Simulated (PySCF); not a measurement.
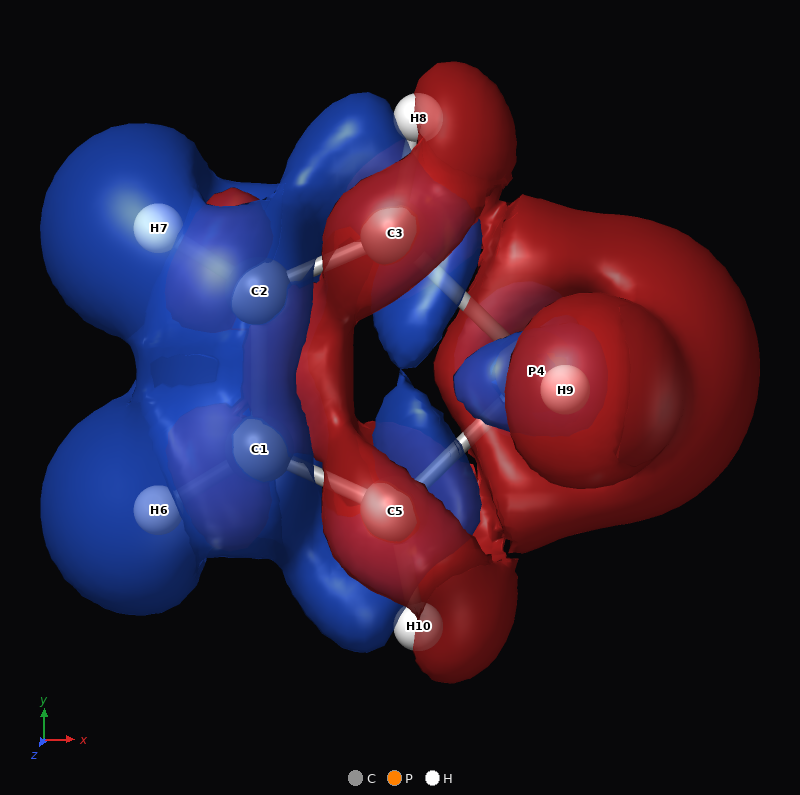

C$_{4}$H$_{5}$P, SMILES `c1cc[pH]c1`. Change of the electron density in a uniform field of 0.41 V/Å, surfaces at ±0.002 e/Å³ (blue: gain, red: loss).

Computed with PySCF, HF/6-311+G**, geometry: GFN2-xTB. No frequency check shows the geometry to be a minimum. The basis has diffuse s and p functions alone, which still leaves polarisabilities too small, most of all across bonds. GFN2-xTB bond lengths at metals and heavier atoms can be off by up to 0.1 Å and shapes distorted, which carries into these values.

Geometry (Å), atoms numbered from 1:

```
C1      -1.2802   -0.7192   -0.0014
C2      -1.2803    0.7191   -0.0014
C3      -0.0501    1.2648    0.0299
P4       1.2285    0.0000   -0.1086
C5      -0.0500   -1.2647    0.0299
H6      -2.1979   -1.2863   -0.0019
H7      -2.1980    1.2861   -0.0019
H8       0.1652    2.3196    0.0270
H9       1.6012    0.0001    1.2365
H10      0.1655   -2.3196    0.0270
```

Q: Along which Cartesian direction does the field point?

A: Along +x: electrons gather on the −x side, against the field.

Q: How large is the response?

A: The induced dipole is 1.63 D (along the field); α along this axis, from the fields in both directions, is 80 bohr³ (11.9 Å³).

Q: Which atoms gain and lose the most charge?

A: Electrons gather most on C1 and C2 alike (Hirshfeld charge changes by −0.024 e) and leave P4 most (+0.045 e); 0.141 electrons are displaced in all.
